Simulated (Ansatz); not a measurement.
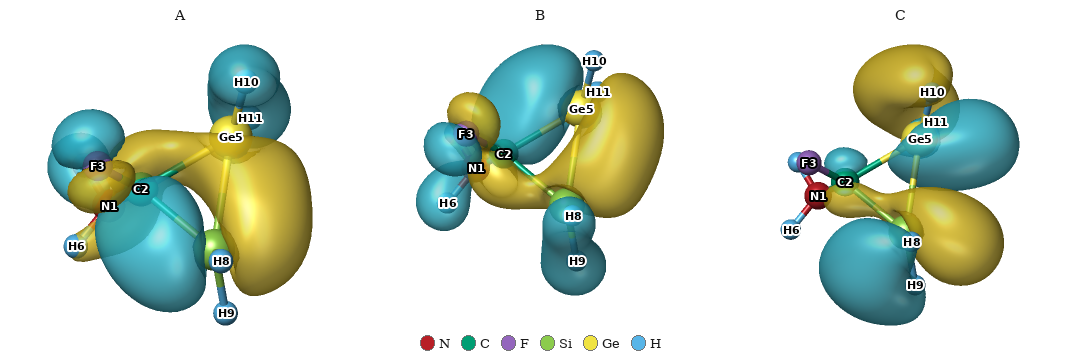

The picture shows: CH₆FGeNSi (SMILES N[C]1(F)[SiH2][GeH2]1). Three frontier orbitals at ±0.08 Å⁻³ᐟ² (yellow and cyan are the two phases), in no order.

All numbers below come from RKS B3LYP/def2-SVP in Ansatz 0.2.0.

```tsv
atom	x (Å)	y (Å)	z (Å)
N	-0.8600	0.7581	1.1654
C	0.2700	0.2169	0.5331
F	1.4915	0.4161	1.2012
Si	0.0211	-1.5085	-0.2837
Ge	0.2984	0.4886	-1.4796
H	-1.0751	0.3290	2.0664
H	-0.8338	1.7727	1.2667
H	1.1972	-2.4165	-0.2264
H	-1.2719	-2.2100	-0.0556
H	1.6741	0.7668	-2.1039
H	-0.8462	1.3300	-2.0630
```

> Which picture is the HOMO−1, the HOMO and the LUMO?

A is the HOMO−1 (−6.84 eV). By Hirshfeld shares it lies mainly on Si4 (about 30 %), C2 (about 20 %), Ge5 (about 20 %) and F3 (about 10 %). B is the HOMO (−6.41 eV). Its weight (Hirshfeld) is mainly on Ge5 (about 35 %), C2 (about 20 %), Si4 (about 15 %) and F3 (about 10 %). C is the LUMO (−0.48 eV). By Hirshfeld shares it lies mainly on Si4 (about 40 %) and Ge5 (about 35 %).

> What is the HOMO–LUMO gap?

5.93 eV between the orbital energies.
